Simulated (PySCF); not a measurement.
## A study: C2H6OSe, SMILES `C[Se](C)=O`

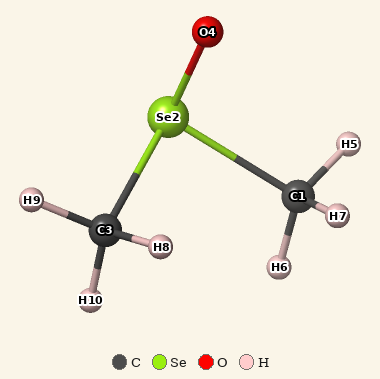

The molecule, with its atoms numbered as below. No frequency check shows the geometry to be a minimum.

Coordinates in Å:

```
C1       1.4558   -0.9596    0.2939
Se2      0.0000    0.2074   -0.3429
C3      -1.4572   -0.9573    0.2942
O4       0.0017    1.4151    0.7061
H5       2.3947   -0.4520    0.0815
H6       1.4225   -1.9188   -0.2112
H7       1.3357   -1.0698    1.3699
H8      -1.3371   -1.0677    1.3702
H9      -2.3954   -0.4483    0.0821
H10     -1.4256   -1.9166   -0.2109
```

Part 1: Bonding charge

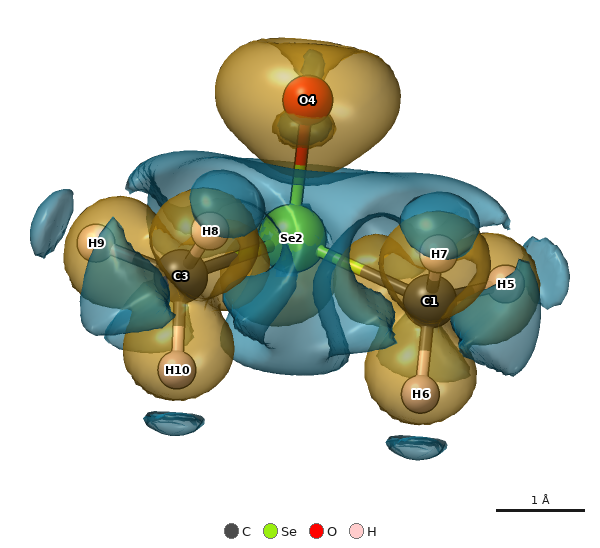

Deformation density (molecule less spherical, spin-averaged free atoms at the same positions), surfaces at ±0.04 e/Å³; yellow: gain, teal: loss.

Method: B3LYP/def2-SVPD; geometry: GFN2-xTB; program: PySCF.

Describe the bonding that the map shows.

Answer. C1–H5 and C3–H9: +0.69 e/Å³ at the bond critical point (bond length 1.09 Å). C1–H7 and C3–H8: +0.69 e/Å³ at the bond critical point (bond length 1.09 Å). C1–H6 and C3–H10: +0.68 e/Å³ at the bond critical point (bond length 1.08 Å). Se2–C3 and C1–Se2: +0.21 e/Å³ at the bond critical point (bond length 1.97 Å). Se2–O4: +0.09 e/Å³ at the bond critical point (bond length 1.60 Å). In all, 2.3 electrons gather in the regions of gain relative to the promolecule. A small or negative value marks a very polar bond, one between electron-rich atoms, whose free-atom densities already overlap strongly, a long bond to a heavier atom, or a closed-shell contact such as a hydrogen bond.

Where do the Hirshfeld charges lie?

Answer. The highest Hirshfeld charge is on Se2 (+0.41 e), the lowest on O4 (−0.44 e).

Part 2: Bond critical points

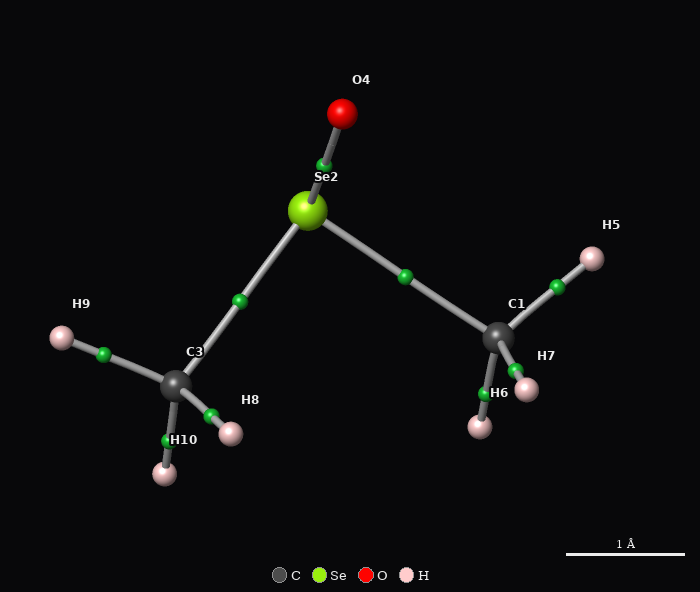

Molecular graph of the electron density (QTAIM): bond paths, bond critical points (green), ring points (magenta, if any); weak paths are dashed.

How many critical points of each kind are there, and does the count close?

Answer. 10 nuclei, 9 bond, 0 ring and 0 cage critical points: 10 − 9 + 0 − 0 = 1, as the Poincaré–Hopf relation requires.

Tabulate density, Laplacian, ellipticity and energy density at the bond critical points (atomic units).

Answer.
```json
{"bond": "C1–H6 (2 alike)", "length (Å)": "1.085", "ρ (a.u.)": "0.278", "∇²ρ (a.u.)": "−1.03", "ε": "0.01", "H (a.u.)": "−0.302"}
{"bond": "C1–H5 (2 alike)", "length (Å)": "1.088", "ρ (a.u.)": "0.278", "∇²ρ (a.u.)": "−1.04", "ε": "0.00", "H (a.u.)": "−0.302"}
{"bond": "C1–H7 (2 alike)", "length (Å)": "1.088", "ρ (a.u.)": "0.278", "∇²ρ (a.u.)": "−1.04", "ε": "0.01", "H (a.u.)": "−0.301"}
{"bond": "Se2–O4", "length (Å)": "1.600", "ρ (a.u.)": "0.242", "∇²ρ (a.u.)": "+0.63", "ε": "0.00", "H (a.u.)": "−0.192"}
{"bond": "Se2–C3 (2 alike)", "length (Å)": "1.971", "ρ (a.u.)": "0.149", "∇²ρ (a.u.)": "−0.17", "ε": "0.06", "H (a.u.)": "−0.093"}
```

What kind of interaction is Se2–C3?

Answer. Shared-shell (covalent): ρ = 0.149, ∇²ρ = −0.17, H = −0.093 a.u.

Part 3: Electrostatic potential

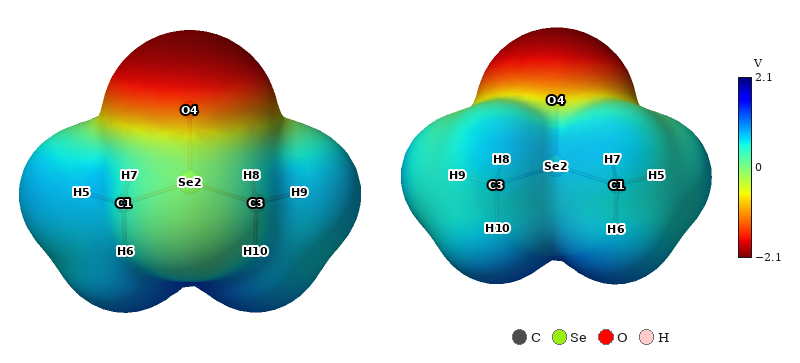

Electrostatic potential on the surface of electron density 0.001 a.u. (back view left, front view right).

Where are the extremes of the potential on the surface?

Answer. Highest: 1.31 V, about equally far (1.8 Å) from H6 and H10. Further maxima include 0.81 V, about equally far (1.6 Å) from H7 and H8; 0.81 V, 1.3 Å from H9, and at like points elsewhere. Lowest: −2.06 V, 1.8 Å from O4. Further minima include −0.10 V, 2.3 Å from Se2. The surface is sampled at points, so like sites can differ by a few per cent and only the strongest of them is named.

Part 4: Removing or adding an electron

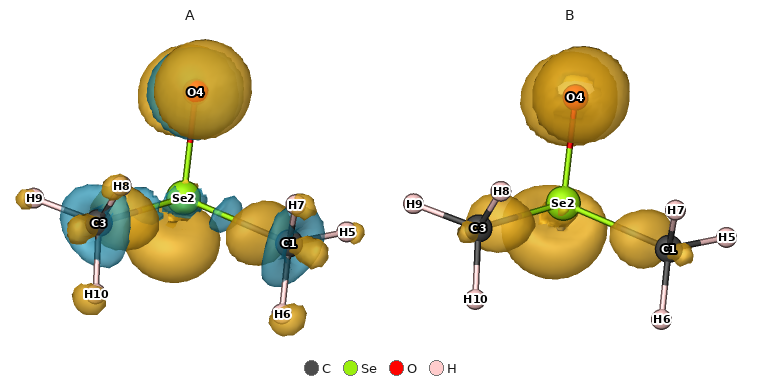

The Fukui function f⁻ from two separate SCF calculations and the density of the HOMO, at ±0.04 e/Å³ (yellow positive, teal negative).

Computed with PySCF, B3LYP/def2-SVPD, geometry: GFN2-xTB.

Which panel is which, and how good is the frozen-orbital picture?

Answer. A is f⁻ (it has negative regions), B the HOMO density. The HOMO lies on O4 (54 %), Se2 (28 %) and C1 and C3 (6 % each); f⁻ (Hirshfeld-condensed) is largest on O4 (0.33) and Se2 (0.26); the vertical ionisation energy is 8.86 eV (the stability of the cation's solution wasn't checked). Relaxation shifts 24 % of the electron between atoms. The orbital energy is −6.54 eV.

Part 5: Stretching a bond

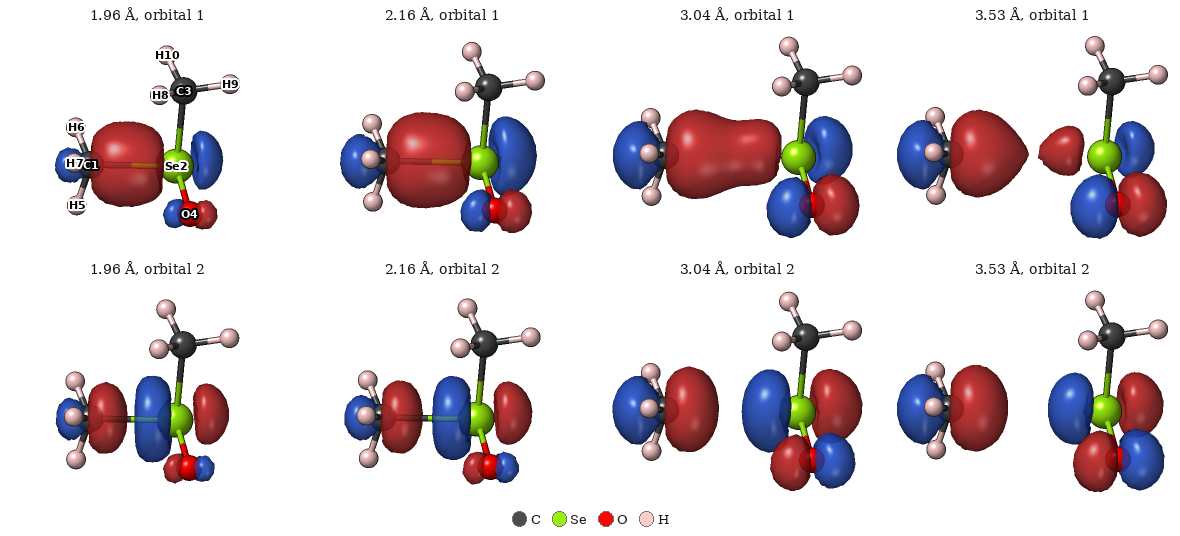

Rigid stretch of the C1–Se2 bond. The two CASSCF(2,2) natural orbitals nearest half filling (orbital 1 the more occupied).

Level of theory: cc-pVDZ basis (PySCF), at a geometry from GFN2-xTB.

How do the occupations change along the stretch?

Answer. 1.96 Å: 1.97 and 0.03; 2.16 Å: 1.95 and 0.05; 3.04 Å: 1.56 and 0.44; 3.53 Å: 1.29 and 0.71. At the longest distance computed (5.49 Å) they are 1.01 and 0.99, and the effective number of unpaired electrons is 2.0.

Where does the UHF solution part from RHF?

Answer. Between 2.16 Å (⟨S²⟩ = 0, the two coincide) and 2.35 Å (⟨S²⟩ = 0.15); at 5.49 Å ⟨S²⟩ is 1.03 and UHF lies 5.3 eV below RHF.

How much energy does the stretch cost?

Answer. By CASSCF, 1.8 eV from the lowest point of the scan (1.96 Å) to 5.49 Å; RHF gives 6.4 eV from its own lowest point. The fragments aren't relaxed and dynamic correlation is missing, so this isn't a bond dissociation energy.
